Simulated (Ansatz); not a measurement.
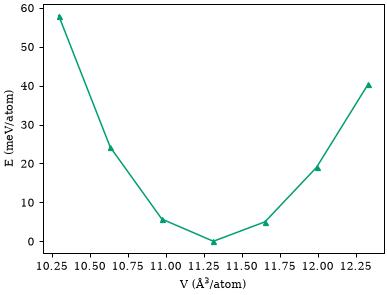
Cu (fcc (Cu type), Fm-3m) under volume change, the program Ansatz at the PBEsol level (PAW), scaled uniformly.

Q: What does a third-order Birch–Murnaghan fit give for V₀, B₀ and B′?

A: V₀ = 11.31 Å³/atom, B₀ = 168 GPa, B′ = 5.0.

The PBEsol relaxation kept the symmetry of its start. No spin polarisation was allowed.

Potentials: the later of the program's two PAW sets.
